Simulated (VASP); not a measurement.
Band structure of TePb (relaxed from the h-BN structure). Level of theory: r2SCAN meta-GGA, VASP's PBE PAW potentials (set 64) (plane waves; VASP 6.6.1).

The cell holds a wide vacuum, so values per volume refer to the whole cell. Unless said otherwise, spin-orbit coupling is left out, though it shifts the bands of the heavy elements here.

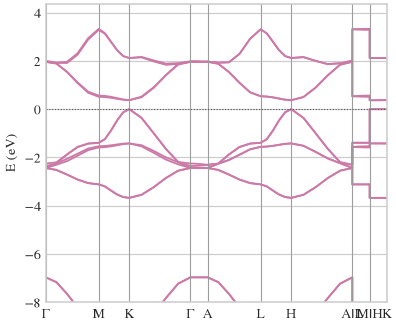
Bands along high-symmetry lines, zero at the valence-band maximum or, without a gap, the Fermi level

### Question
Read the plot: is there a gap, and where are the band edges?

### Answer
The gap is direct, 0.37 eV, from the valence maximum at H to the conduction minimum at H.

The cell is a sheet with vacuum, built from a generated structure.
